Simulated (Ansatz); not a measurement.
Start from MgO in the rock salt structure (space group Fm-3m, No. 225; a = 4.204 Å).

One thing is altered: a hydrostatic pressure of 50 GPa.

Computed with r2SCAN (Ansatz, a quantum-chemistry and plane-wave program), no SOC.

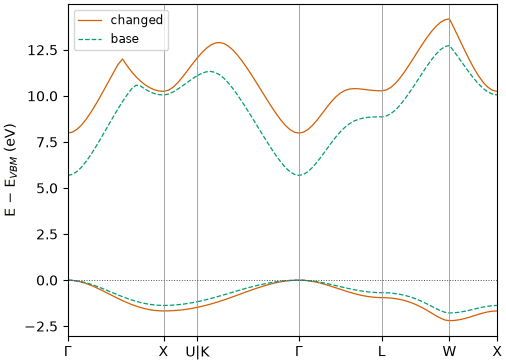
Fig. 1. Highest valence and lowest conduction band along the path, each from its own valence-band maximum

From the figure, how large is the changed gap, and is it direct?

About 8.0 eV, direct at Γ.

Load acts through the strain it causes; cell and atoms are relaxed under it. Whether these cells are dynamically stable was not tested. Competing high-pressure phases were not computed.
